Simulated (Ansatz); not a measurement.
# Convergence of a linear-scaling basis for twisted 2H-MoTe2/1T-TiSe2 bilayer, 21.79° (42 atoms)

Aim: test how closely localised support functions follow the reference on twisted 2H-MoTe2/1T-TiSe2 bilayer, 21.79° (42 atoms), and at what cost. A setting counts as converged where the r.m.s. difference of forces stays under 1 % of the r.m.s. force.

Calculated with Ansatz 0.2.0; Kohn-Sham DFT, PBE+D4, PAW (set soft_2, large core), plane waves.

### 1. The starting structure

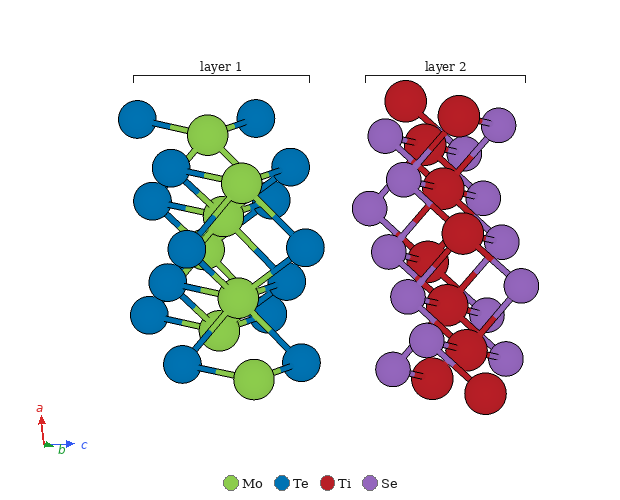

The cell as given, from the side, with the c axis across the page (molybdenum green, tellurium blue, titanium red, selenium purple). Some periodic images of atoms are drawn too.

The cell holds 42 atoms: 7 Mo, 14 Te, 7 Ti and 14 Se. Its edges and angles: a = 9.339 Å, b = 9.339 Å, c = 26.040 Å, α = 90.0°, β = 90.0°, γ = 120.0°. It derives from Te2Mo and TiSe2. 2H-MoTe2 (a = 3.52 Å) under 1T-TiSe2 (a = 3.54 Å), bilayer, commensurate cell of 7 unit cells a layer, twist 21.79 deg, both strained to the mean lattice constant; facing planes 3.34 Å apart; 16 Å of vacuum; layers as built, displaced by a Gaussian of 0.01 Å. Regions: layer 1, 21 atoms (7 Mo and 14 Te); layer 2, 21 atoms (7 Ti and 14 Se). Vacuum lies along c.

Before any run, some limits are plain. Beside vacuum, support functions can miss their usual error bounds without a warning. The main run has no spin polarisation, so moments on Ti can't form in it, and no Hubbard term. Spin–orbit coupling is left out, which matters for the levels of the heavy elements.

### 2. Plane-wave single point

This run is the reference for what follows, at a cutoff of 420 eV.

File input.yaml:

```yaml
crystal:
  lattice:
    - [9.3395, 0.0, 0.0]
    - [-4.66975, 8.08824, 0.0]
    - [0.0, 0.0, 26.04]
  atoms:
    - { symbol: Mo, position: [0.19184, 0.23856, 0.37627] }
    - { symbol: Te, position: [0.23984, 0.0484, 0.44597] }
    - { symbol: Te, position: [0.23944, 0.04814, 0.30784] }
    - { symbol: Mo, position: [0.33282, 0.66684, 0.37609] }
    - { symbol: Te, position: [0.38055, 0.47572, 0.44586] }
    - { symbol: Te, position: [0.38028, 0.47656, 0.30719] }
    - { symbol: Mo, position: [0.47718, 0.09773, 0.37611] }
    - { symbol: Te, position: [0.52533, 0.90806, 0.44535] }
    - { symbol: Te, position: [0.52339, 0.90698, 0.30718] }
    - { symbol: Mo, position: [0.6192, 0.52323, 0.37661] }
    - { symbol: Te, position: [0.66632, 0.33442, 0.44538] }
    - { symbol: Te, position: [0.66592, 0.33439, 0.30699] }
    - { symbol: Mo, position: [0.76192, 0.95165, 0.37569] }
    - { symbol: Te, position: [0.80819, 0.7614, 0.44594] }
    - { symbol: Te, position: [0.80796, 0.76186, 0.30667] }
    - { symbol: Mo, position: [0.90441, 0.37933, 0.37596] }
    - { symbol: Te, position: [0.95247, 0.18865, 0.4455] }
    - { symbol: Te, position: [0.9528, 0.19105, 0.30716] }
    - { symbol: Mo, position: [0.04707, 0.80867, 0.37672] }
    - { symbol: Te, position: [0.09563, 0.6193, 0.4453] }
    - { symbol: Te, position: [0.09302, 0.61736, 0.30662] }
    - { symbol: Ti, position: [0.14046, 0.71263, 0.63336] }
    - { symbol: Se, position: [0.38152, 0.90564, 0.69286] }
    - { symbol: Se, position: [0.33197, 0.66523, 0.57402] }
    - { symbol: Ti, position: [0.99951, 0.99965, 0.63334] }
    - { symbol: Se, position: [0.23746, 0.19105, 0.69258] }
    - { symbol: Se, position: [0.19042, 0.95292, 0.57371] }
    - { symbol: Ti, position: [0.28734, 0.42805, 0.63299] }
    - { symbol: Se, position: [0.52331, 0.61695, 0.69234] }
    - { symbol: Se, position: [0.47863, 0.38337, 0.57371] }
    - { symbol: Ti, position: [0.56907, 0.85682, 0.63347] }
    - { symbol: Se, position: [0.81163, 0.04944, 0.69276] }
    - { symbol: Se, position: [0.76175, 0.80843, 0.57354] }
    - { symbol: Ti, position: [0.4284, 0.14223, 0.63245] }
    - { symbol: Se, position: [0.66622, 0.33268, 0.69276] }
    - { symbol: Se, position: [0.61969, 0.09548, 0.57354] }
    - { symbol: Ti, position: [0.71531, 0.56996, 0.63308] }
    - { symbol: Se, position: [0.95208, 0.76021, 0.69292] }
    - { symbol: Se, position: [0.9037, 0.52366, 0.57409] }
    - { symbol: Ti, position: [0.85852, 0.28868, 0.63371] }
    - { symbol: Se, position: [0.09493, 0.47442, 0.6927] }
    - { symbol: Se, position: [0.04763, 0.24019, 0.57409] }
kpoints:
  mp_grid: { grid: [3, 3, 1] }
hamiltonian:
  xc: pbe
  dispersion: d4
  pseudopotentials: { kind: paw, core: large }
scf:
  occupations: { method: fermi_dirac, width: 0.025 }
output:
  forces: true
  populations: true
  dos:
    method: { smearing: { sigma: 0.1 } }
    de: 0.1
    projected:
      site_lists:
        Mo: [Mo]
        Se: [Se]
        Te: [Te]
        Ti: [Ti]
        layer_1: [0, 1, 2, 3, 4, 5, 6, 7, 8, 9, 10, 11, 12, 13, 14, 15, 16, 17, 18, 19, 20]
        layer_2: [21, 22, 23, 24, 25, 26, 27, 28, 29, 30, 31, 32, 33, 34, 35, 36, 37, 38, 39, 40, 41]
  eigenvalues: true
  write_density: true
  write_potential: true
  volumetric_format: npy
  elf: true
```

The run is started by

```bash
> ansatz run input.yaml --threads 4 --pin off --max-ram 8192MiB --backend cpu --events-out ev --progress --plain --runs-dir out
```

Numbers of over 12 decimals in the logs are rounded to 6 here.

The program printed:

```text
Engine: ansatz 0.2.0, aarch64-unknown-linux-gnu
Pseudopotentials: kind: paw
Pseudopotential: Mo, paw, valence charge 14, recommended cutoff 420 eV (normal), Mo.paw.azcp
Pseudopotential: Te, paw, valence charge 6, recommended cutoff 420 eV (normal), Te.paw.azcp#standard-large-core
Pseudopotential: Ti, paw, valence charge 12, recommended cutoff 420 eV (normal), Ti.paw.azcp
Pseudopotential: Se, paw, valence charge 6, recommended cutoff 420 eV (normal), Se.paw.azcp#standard-large-core
Functional definition: PBE
  parameter kappa = 0.804
  parameter beta = 0.066725
  exchange = pbe_x(kappa = kappa, mu = beta*pi^2/3)
  correlation = pbe_c(beta = beta)
Crystal: 42 atoms, lattice volume = 1967.065 Å³
Basis set: ecut = 420 eV, 38463 PW (Γ), exchange–correlation on 128×128×360 points (8 copies of the dense FFT grid, shifted against one another)
Bands: 217, of which v1, the nominal top of the filled ones, is band 175 counted from 1 (174 counted from 0)
Symmetry: 1 space group operations
Space group: P1 (ITA 1), of the structure as read, at distance tolerance 1.3e-4 Å
k-points: 5 of 9 (time reversal used)
Non-local potential: Mo, projectors of the file, l = 0: 3, l = 1: 2, l = 2: 2, l = 3: 1
Non-local potential: Te, projectors of the file, l = 0: 2, l = 1: 2, l = 2: 2, l = 3: 1
Non-local potential: Ti, projectors of the file, l = 0: 3, l = 1: 2, l = 2: 3, l = 3: 1
Non-local potential: Se, projectors of the file, l = 0: 2, l = 1: 2, l = 2: 2
PAW form: soft (Blöchl's): semilocal exchange-correlation on the pseudo side does not see the compensation charge
PAW one-centre angular grid: Mo, 590 points (default); XC on 64 Gauss nodes
PAW one-centre angular grid: Te, 194 points (default); XC on 64 Gauss nodes
PAW one-centre angular grid: Ti, 590 points (default); XC on 64 Gauss nodes
PAW one-centre angular grid: Se, 110 points (default); XC on 64 Gauss nodes
Initial density: superposition of atomic densities (neutral atoms: chi_scale 0, normalization atom)
Initial wavefunctions: pseudopotential atomic-orbital guess
Functional: x = pbe(κ = 0.804, μ = 0.219515), c = pbe(β = 0.066725)
SCF iter   1: F=—  HF=-157569.522869 eV  |F-HF|=—  |Δ(HF+E_count)|=         —  Δρ=3.60e-2  dr2=1.10e2  ethr=3.10e-3  ⟨swp⟩=7.6  Hψ=5286  notcnv=0  defer=22
preconditioner: auto → LDOS  [metal: Δε(μ)=0.042 eV  Ē_g=6.647 eV  σ=0.025 eV  W_gap=0.40  n_scr=250 (ndim 8)  ℏωp=12.9 eV  f_vac=0.464  D(μ)=26.49/eV (n_scr^D=126)  β→1.0]
SCF iter   2: F=—  HF=-157564.983460 eV  |F-HF|=—  |Δ(HF+E_count)|=    4.54e0  Δρ=3.15e-2  dr2=2.37e1  ethr=3.10e-3  ⟨swp⟩=4.0  Hψ=2584  notcnv=0  defer=113
SCF iter   3: F=—  HF=-157564.643141 eV  |F-HF|=—  |Δ(HF+E_count)|=   3.40e-1  Δρ=1.70e-2  dr2=3.96e1  ethr=3.10e-3  ⟨swp⟩=4.4  Hψ=2528  notcnv=0  defer=143
SCF iter   4: F=—  HF=-157560.423180 eV  |F-HF|=—  |Δ(HF+E_count)|=    4.22e0  Δρ=5.38e-3  dr2=1.81e0  ethr=3.10e-3  ⟨swp⟩=4.2  Hψ=1820  notcnv=0  defer=111
SCF iter   5: F=—  HF=-157560.222918 eV  |F-HF|=—  |Δ(HF+E_count)|=   2.00e-1  Δρ=2.90e-3  dr2=7.94e-1  ethr=5.18e-4  ⟨swp⟩=3.8  Hψ=1908  notcnv=0  defer=107
SCF iter   6: F=—  HF=-157560.487865 eV  |F-HF|=—  |Δ(HF+E_count)|=   2.65e-1  Δρ=7.50e-3  dr2=4.23e0  ethr=2.27e-4  ⟨swp⟩=4.4  Hψ=3221  notcnv=0  defer=143  recentre
SCF iter   7: F=—  HF=-157560.176234 eV  |F-HF|=—  |Δ(HF+E_count)|=   3.12e-1  Δρ=8.86e-4  dr2=1.67e-2  ethr=2.27e-4  ⟨swp⟩=6.6  Hψ=1623  notcnv=0  defer=144
SCF iter   8: F=—  HF=-157560.174916 eV  |F-HF|=—  |Δ(HF+E_count)|=   1.32e-3  Δρ=4.14e-4  dr2=8.48e-3  ethr=4.77e-6  ⟨swp⟩=3.2  Hψ=2041  notcnv=0  defer=146
SCF iter   9: F=—  HF=-157560.174899 eV  |F-HF|=—  |Δ(HF+E_count)|=   1.72e-5  Δρ=2.72e-4  dr2=2.49e-3  ethr=2.42e-6  ⟨swp⟩=2.6  Hψ=1405  notcnv=0  defer=146
SCF iter  10: F=—  HF=-157560.174868 eV  |F-HF|=—  |Δ(HF+E_count)|=   3.04e-5  Δρ=1.74e-4  dr2=2.06e-3  ethr=7.12e-7  ⟨swp⟩=3.0  Hψ=1605  notcnv=0  defer=146
[...]
SCF iter  12: F=—  HF=-157560.174827 eV  |F-HF|=—  |Δ(HF+E_count)|=   1.91e-5  Δρ=4.60e-5  dr2=1.15e-4  ethr=1.60e-7  ⟨swp⟩=2.4  Hψ=1408  notcnv=0  defer=146
SCF iter  13: F=—  HF=-157560.174816 eV  |F-HF|=—  |Δ(HF+E_count)|=   1.15e-5  Δρ=3.62e-5  dr2=1.17e-4  ethr=3.30e-8  ⟨swp⟩=2.6  Hψ=1551  notcnv=0  defer=146
SCF iter  14: F=—  HF=-157560.174803 eV  |F-HF|=—  |Δ(HF+E_count)|=   1.24e-5  Δρ=2.40e-5  dr2=6.53e-5  ethr=3.30e-8  ⟨swp⟩=2.4  Hψ=1367  notcnv=0  defer=146
SCF iter  15: F=—  HF=-157560.175582 eV  |F-HF|=—  |Δ(HF+E_count)|=   7.79e-4  Δρ=1.78e-5  dr2=1.50e-5  ethr=1.87e-8  ⟨swp⟩=2.4  Hψ=1219  notcnv=0  defer=146
SCF iter  16: F=—  HF=-157560.175582 eV  |F-HF|=—  |Δ(HF+E_count)|=   9.74e-8  Δρ=1.35e-5  dr2=7.33e-6  ethr=4.28e-9  ⟨swp⟩=2.2  Hψ=1273  notcnv=0  defer=146
SCF iter  17: F=—  HF=-157560.175584 eV  |F-HF|=—  |Δ(HF+E_count)|=   1.98e-6  Δρ=5.61e-6  dr2=1.29e-6  ethr=2.09e-9  ⟨swp⟩=2.0  Hψ=1252  notcnv=0  defer=148
SCF iter  18: F=—  HF=-157560.175584 eV  |F-HF|=—  |Δ(HF+E_count)|=   3.74e-7  Δρ=3.30e-6  dr2=3.58e-7  ethr=3.67e-10  ⟨swp⟩=2.0  Hψ=1319  notcnv=0  defer=148
SCF iter  19: F=—  HF=-157560.175584 eV  |F-HF|=—  |Δ(HF+E_count)|=   2.73e-7  Δρ=2.96e-6  dr2=5.86e-7  ethr=1.02e-10  ⟨swp⟩=2.6  Hψ=1489  notcnv=0  defer=148
SCF iter  20: F=—  HF=-157560.175584 eV  |F-HF|=—  |Δ(HF+E_count)|=   4.57e-9  Δρ=1.92e-6  dr2=2.29e-7  ethr=1.02e-10  ⟨swp⟩=2.8  Hψ=1470  notcnv=0  defer=148
SCF iter  21: F=-157560.175584 eV  HF=-157560.175584 eV  |F-HF|=1.92e-8  |Δ(HF+E_count)|=   1.53e-8  Δρ=5.01e-7  dr2=8.44e-9  ethr=2.86e-11  ⟨swp⟩=23.8  Hψ=10478  notcnv=0
SCF 1 converged in 21 iterations: F = -157560.175584 eV  dr2 = 8.44e-9
  greatest PAW one-centre occupation: 0.999 electrons in one spin orbital (limit 2), on the Ti atom at site 27 (counted from 0), in its partial waves of l = 0
SCF converged after 21 iterations
Free energy (F): -157560.175584 eV
Harris-Foulkes:  -157560.175584 eV  (|F-HF|=1.92e-8)
Internal energy: -157560.142805 eV  (E = F + TS)
E sigma→0 (E₀):  -157560.159195 eV
Entropy (-TS):   -0.032779 eV (-0.780 meV/atom)
Fermi energy:    1.960920 eV
--- Per-component energies (eV) ---
  E_band       = -4998.682108
  E_kinetic    = 7344.661583
  E_local      = -200253.484921  (includes V_loc(G=0)·N_el)
  E_nonlocal   = 2350.135249
  E_hartree    = 96327.077254
  E_xc         = -9584.469155
  E_vxc        = -4753.057834  (∫ρ·V_xc dr)
  E_paw        = -122735.726821  (= ΣΔE_a)
  E_vpaw       = -2341.101153  (= ΣTr[D̂ρ^β])
  E_aug_tail   = 0.001106  (compensation charges beyond the density's cutoff)
  E_ewald      = 69007.931044
  E_disp       = -16.268144  (pairwise vdW)
  E_smearing   = -0.032779  (= −TS)
  E_closure    = 0.000000  (closes the sum)
  Σ components = -157560.175584   (vs F -157560.175584, Δ=0.00e0)
--- Forces (eV/Å), atoms counted from 1 ---
  atom   1  Mo    -0.15458397    -0.04666283     0.16063732
  atom   2  Te    -0.08335077     0.03422444    -0.22127334
  atom   3  Te    -0.13217762    -0.10038336    -0.22430177
  atom   4  Mo     0.02672406     0.07259236     0.05983935
  atom   5  Te    -0.07976290     0.14244444    -0.03021633
  atom   6  Te     0.08468891     0.01923005    -0.06509270
  atom   7  Mo     0.05740067    -0.07970093     0.22295569
  atom   8  Te     0.00344994    -0.24686591    -0.03188992
  atom   9  Te     0.04832072    -0.11339532    -0.10926333
  atom  10  Mo    -0.18793578     0.18114324    -0.10975861
  atom  11  Te     0.18036280    -0.03563971     0.20355003
  atom  12  Te     0.10086447     0.00994418    -0.11529727
  atom  13  Mo    -0.03619249     0.03627151     0.26725964
  atom  14  Te     0.12648274     0.00091108    -0.24090109
[...]
atom  41  Se     0.00411398     0.14169256     0.03018259
  atom  42  Se     0.11846645    -0.05541425     0.20642239
  max |Σ_I F_I| component: 4.30e-6 eV/Å
--- Band table (eV; the first three rows and the last of 5) ---
  k-point 0: bands = ["-58.7746", "-58.7666", "-58.7627", "-58.7606", [... 201 levels ...], "3.6332", "3.6379", "3.6432", "4.1757", "4.2018", "4.2153", "4.2410", "4.2531", "4.2627", "4.5088", "4.5220", "4.5300"]
[...]
--- Löwdin populations: 42 sites ---
  site symbol       q [e]
     0     Mo     14.0421
     1     Te      5.8564
     2     Te      5.8759
[...]
41     Se      6.3361
  spilling = 0.006942 (of n_electrons = 350.000000)
```

The job ended after 4.1 min (4 threads of Arm Neoverse V1, shared host; peak memory 5.9 GiB).

In the SCF lines HF is the Harris–Foulkes energy and dr2 the Hartree energy of the density residual, in eV; the loop may stop once dr2 is under the threshold and the program's other checks hold. Hψ counts applications of the Hamiltonian.

The program notes that potentials were chosen by core size and it cut back its work space to fit the memory limit.

The run gave:

| Property | Result |
| --- | --- |
| free energy | -157560.1756 eV |
| free energy per atom | -3751.4328 eV/atom |
| SCF cycles | 21 |
| r.m.s. force component | 0.118 eV/Å |
| longest force | 0.4394 eV/Å |
| Fermi energy | 1.961 eV |
| levels partly filled by over 2 per cent | 7 |
| spilling of the projection | 0.006942 |

The r.m.s. force component of 0.12 eV/Å sets the scale for the differences below.

### 3. Support functions medium

With localised support functions most steps grow linearly with size, though the diagonalisation grows faster unless the density matrix is cut; this run measures error and cost at this size.

This step: Kohn-Sham DFT, PBE+D4, PAW (set soft_2, large core), localised support functions (medium) (Ansatz 0.2.0).

input.yaml, the sections that differ from step 2:

```yaml
scf:
  occupations: { method: fermi_dirac, width: 0.025 }
  eigensolver: { kind: { support_functions: { accuracy: medium } } }
  mixing: { beta: 0.2 }
  max_iter: 150
output:
  forces: true
# crystal, kpoints, hamiltonian: as in step 2
```

The program printed:

```text
Warning: scf.eigensolver.kind.support_functions: disabling space-group detection — the functions' gradient is summed over unrotated k-points, so no spatial operation reduces the k-mesh or symmetrises the density; time reversal is kept, so that k and −k are solved as one point where they differ and the mesh holds both, and exact exchange and, on two spinor components, a DFT+U term hold to it where the run has them: [...]
settings of this run that can trade accuracy for cost: scf.eigensolver.kind.support_functions [...]
[...]
Crystal: 42 atoms, lattice volume = 1967.065 Å³
Basis set: ecut = 420 eV, 38463 PW (Γ), exchange–correlation on 128×128×360 points (8 copies of the dense FFT grid, shifted against one another)
Bands: 210, of which v1, the nominal top of the filled ones, is band 175 counted from 1 (174 counted from 0)
Symmetry: 1 space group operations
k-points: 5 of 9 (time reversal used)
[...]
SCF iter   1: F=—  HF=-157539.838985 eV  |F-HF|=—  |Δ(HF+E_count)|=         —  Δρ=3.20e-2  dr2=1.20e2  ethr=1.00e-1
[...]
SCF iter  16: F=—  HF=-157560.199783 eV  |F-HF|=—  |Δ(HF+E_count)|=   1.86e-3  Δρ=6.99e-6  dr2=1.38e-6  ethr=2.06e-9  κ⁻¹=3.5e-5(r=7)
SCF iter  17: F=-157560.199784 eV  HF=-157560.199783 eV  |F-HF|=4.86e-7  |Δ(HF+E_count)|=   6.34e-7  Δρ=5.16e-6  dr2=7.49e-7  ethr=3.93e-10
SCF 1 converged in 17 iterations: F = -157560.238729 eV  dr2 = 7.49e-7
[...]
SCF converged after 17 iterations
Stability not checked: this state was not tested for a lower state beside it, because the mixer in use, unlike msr1, does not test its closes by its own steps (another_mixer; see scf.mixing.algorithm and scf.lower_state_search)
Free energy (F): -157560.238729 eV
[...]
Internal energy: -157560.206026 eV  (E = F + TS)
E sigma→0 (E₀):  -157560.222378 eV
Entropy (-TS):   -0.032702 eV (-0.779 meV/atom)
Fermi energy:    1.961996 eV
[...]
Σ components = -157560.238729   (vs F -157560.238729, Δ=0.00e0)
--- Forces (eV/Å), atoms counted from 1 ---
  atom   1  Mo    -0.15535971    -0.04502846     0.16049201
  atom   2  Te    -0.08195736     0.03358496    -0.22852219
  atom   3  Te    -0.13196104    -0.10056970    -0.21921494
  atom   4  Mo     0.02728993     0.07240348     0.05942238
[...]
atom  42  Se     0.11857032    -0.05516680     0.20940695
  max |Σ_I F_I| component: 8.96e-3 eV/Å
--- Band table (eV; the first three rows and the last of 5) ---
[...]
guard bands above this table: 30 of the run's 210 bands (output.publish_guard_bands: true publishes all)
[...]
```

Elapsed: 2.7 min, on 4 threads; peak memory 3.6 GiB; 9.6 min of CPU time.

The program notes that the band table was not solved further than the SCF left it and it switched symmetry off.

Keys that differ from the reference: support_functions.accuracy = "medium", scf.max_iter = 150 and scf.mixing.beta = 0.2.

Forces differ from the reference by 2.1 meV/Å r.m.s., 1.8 % of their size, over a tolerance of 1 %; the energy by -1.5 meV/atom.

### 4. Support functions low

With localised support functions most steps grow linearly with size, though the diagonalisation grows faster unless the density matrix is cut; this run measures error and cost at this size.

This step: Kohn-Sham DFT, PBE+D4, PAW (set soft_2, large core), localised support functions (low) (Ansatz 0.2.0).

input.yaml, the sections that differ from step 3:

```yaml
scf:
  occupations: { method: fermi_dirac, width: 0.025 }
  eigensolver: { kind: { support_functions: { accuracy: low } } }
  mixing: { beta: 0.2 }
  max_iter: 150
# crystal, kpoints, hamiltonian, output: as in step 3
```

The program printed:

```text
[...]
Crystal: 42 atoms, lattice volume = 1967.065 Å³
Basis set: ecut = 420 eV, 38463 PW (Γ), exchange–correlation on 128×128×360 points (8 copies of the dense FFT grid, shifted against one another)
Bands: 210, of which v1, the nominal top of the filled ones, is band 175 counted from 1 (174 counted from 0)
Symmetry: 1 space group operations
k-points: 5 of 9 (time reversal used)
[...]
SCF iter   1: F=—  HF=-157539.887375 eV  |F-HF|=—  |Δ(HF+E_count)|=         —  Δρ=3.20e-2  dr2=1.20e2  ethr=1.00e-1
[...]
SCF iter  14: F=—  HF=-157560.194195 eV  |F-HF|=—  |Δ(HF+E_count)|=   2.57e-3  Δρ=2.81e-5  dr2=2.53e-5  ethr=1.22e-8  κ⁻¹=2.8e-6(r=7)
SCF iter  15: F=-157560.196373 eV  HF=-157560.196375 eV  |F-HF|=1.61e-6  |Δ(HF+E_count)|=   2.18e-3  Δρ=1.53e-5  dr2=7.35e-6  ethr=7.23e-9
SCF 1 converged in 15 iterations: F = -157560.238625 eV  dr2 = 7.35e-6
[...]
SCF converged after 15 iterations
[...]
Free energy (F): -157560.238625 eV
[...]
Internal energy: -157560.205921 eV  (E = F + TS)
E sigma→0 (E₀):  -157560.222273 eV
Entropy (-TS):   -0.032704 eV (-0.779 meV/atom)
Fermi energy:    1.962059 eV
[...]
Σ components = -157560.238625   (vs F -157560.238625, Δ=0.00e0)
--- Forces (eV/Å), atoms counted from 1 ---
  atom   1  Mo    -0.15559171    -0.04459276     0.16096863
  atom   2  Te    -0.08197473     0.03377773    -0.22878504
  atom   3  Te    -0.13189639    -0.10056083    -0.21883024
  atom   4  Mo     0.02731069     0.07216021     0.05961974
[...]
atom  42  Se     0.11872223    -0.05506847     0.20983298
  max |Σ_I F_I| component: 1.26e-2 eV/Å
--- Band table (eV; the first three rows and the last of 5) ---
[...]
```

It took 2.5 min on 4 threads; peak memory 3.5 GiB.

Keys that differ from the reference: support_functions.accuracy = "low", scf.max_iter = 150 and scf.mixing.beta = 0.2.

Forces differ from the reference by 2.3 meV/Å r.m.s., 1.9 % of their size, over a tolerance of 1 %; the energy by -1.5 meV/atom.

(Part 1 of 3 ends here.)

[Logs are printed without paths, hosts, clocks, repeated set-up lines and the standing remarks that a program may print on its own settings, such as how far it seeks lower states.]

[Hosts, paths, dates, database ids (printed as entryN), source tags and the programs' standing remarks are cut or masked in the printed files.]
